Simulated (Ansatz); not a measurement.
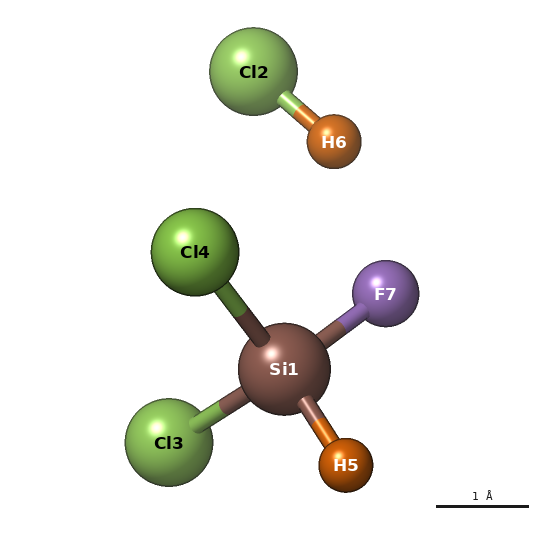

Computed geometry: PBE0-D4/def2-TZVP optimisation.

Which hydrogen bonds does the structure hold? Count O, N, F, S and Cl donors.

| D–H···A | D–H (Å) | H···A (Å) | angle (°) | kind |
| --- | --- | --- | --- | --- |
| Cl2–H6···F7 | 1.28 | 2.18 | 151 | intermolecular |
